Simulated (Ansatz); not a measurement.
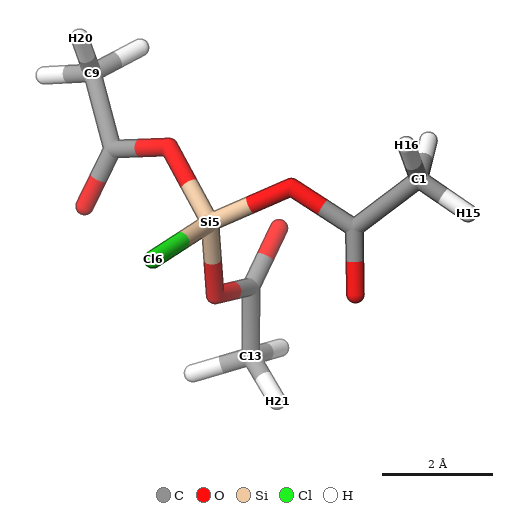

C₆H₉ClO₆Si, before the relaxation. Style: stick. Shown at a tilt.

The start comes from PBE-D4/def2-SVP.

Level of theory: RKS PBE0-D4/def2-TZVP (Ansatz 0.2.0).

Input
```yaml
crystal:
  periodic: [false, false, false]
  atoms:
    - {symbol: C, position_ang: [-2.732926, 0.291060, 2.688949]}
    - {symbol: C, position_ang: [-1.953542, 0.916084, 1.564104]}
    - {symbol: O, position_ang: [-2.394049, 1.640697, 0.698946]}
    - {symbol: O, position_ang: [-0.628322, 0.551907, 1.622277]}
    - {symbol: Si, position_ang: [0.514738, 0.967555, 0.455077]}
    - {symbol: Cl, position_ang: [1.322896, 2.791492, 0.891037]}
    - {symbol: O, position_ang: [1.661721, -0.243795, 0.699228]}
    - {symbol: C, position_ang: [2.574161, -0.636583, -0.252352]}
    - {symbol: C, position_ang: [3.379489, -1.813241, 0.227392]}
    - {symbol: O, position_ang: [2.675606, -0.084457, -1.325917]}
    - {symbol: O, position_ang: [-0.073688, 1.100177, -1.120517]}
    - {symbol: C, position_ang: [-0.683532, 0.013094, -1.689295]}
    - {symbol: C, position_ang: [-1.147320, 0.305513, -3.086151]}
    - {symbol: O, position_ang: [-0.804785, -1.035558, -1.085867]}
    - {symbol: H, position_ang: [-3.780782, 0.634826, 2.656303]}
    - {symbol: H, position_ang: [-2.269839, 0.549290, 3.661710]}
    - {symbol: H, position_ang: [-2.690248, -0.812736, 2.595168]}
    - {symbol: H, position_ang: [4.145685, -2.074767, -0.522137]}
    - {symbol: H, position_ang: [2.702676, -2.674839, 0.396842]}
    - {symbol: H, position_ang: [3.852419, -1.579376, 1.201507]}
    - {symbol: H, position_ang: [-1.851776, 1.160908, -3.067852]}
    - {symbol: H, position_ang: [-0.280150, 0.611589, -3.704717]}
    - {symbol: H, position_ang: [-1.633732, -0.585540, -3.518035]}
basis:
  gaussian: {orbitals: def2-TZVP}
hamiltonian: {xc: pbe0, dispersion: d4}
relax: {f_tol: 0.005, max_steps: 150}
```

Launched with:
```bash
ansatz run in.yaml --threads 10 --pin off --events-out ev --progress --plain --max-ram 110592MiB --backend cuda --devices 0, --max-vram 75GiB
```

### What does the optimiser find from here?

The energy falls by 4.76 kcal/mol in 15 geometry steps. The largest force component goes from 1.3 to 0.0039 eV/Å. O3 moves most after the best rigid fit: 0.28 Å. By element the largest moves are O 0.28 Å, H 0.19 Å, Cl 0.16 Å, Si 0.13 Å, C 0.12 Å. Some distances before and after: Si5–O11 1.687 → 1.642 Å, O4–Si5 1.686 → 1.646 Å, Si5–Cl6 2.042 → 2.013 Å, C2–O4 1.376 → 1.355 Å. Bond angles that change, for instance: Si5–O11–C12 118.7° → 122.8°. The run took about 26 s of wall time on a shared GPU.

Final geometry:

```xyz
23

C    -2.7154    0.3366    2.6922
C    -1.9049    0.9679    1.6106
O    -2.2692    1.8328    0.8674
O    -0.6600    0.4357    1.5465
Si    0.4644    0.8555    0.4207
Cl    1.2565    2.6579    0.8416
O     1.5753   -0.3374    0.6465
C     2.6070   -0.5818   -0.1980
C     3.4020   -1.7668    0.2369
O     2.8145    0.0925   -1.1652
O    -0.1180    0.9529   -1.1111
C    -0.7349   -0.0820   -1.7287
C    -1.1692    0.2808   -3.1071
O    -0.8889   -1.1418   -1.1895
H    -3.7015    0.7917    2.7294
H    -2.2046    0.4556    3.6497
H    -2.7989   -0.7351    2.5008
H     4.2281   -1.9304   -0.4499
H     2.7533   -2.6446    0.2665
H     3.7752   -1.6058    1.2501
H    -1.8497    1.1331   -3.0567
H    -0.2995    0.5939   -3.6881
H    -1.6568   -0.5680   -3.5789
```

After the run, drawn alike:

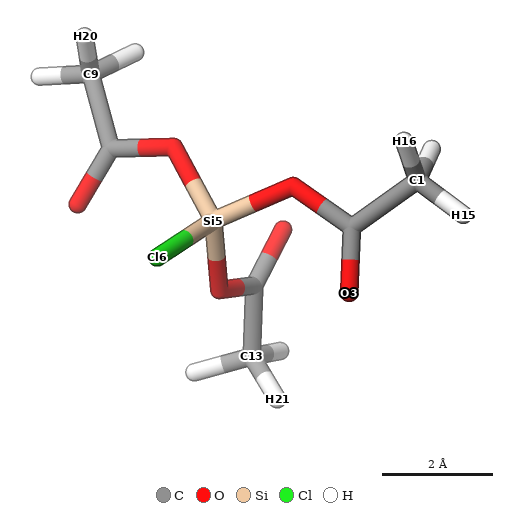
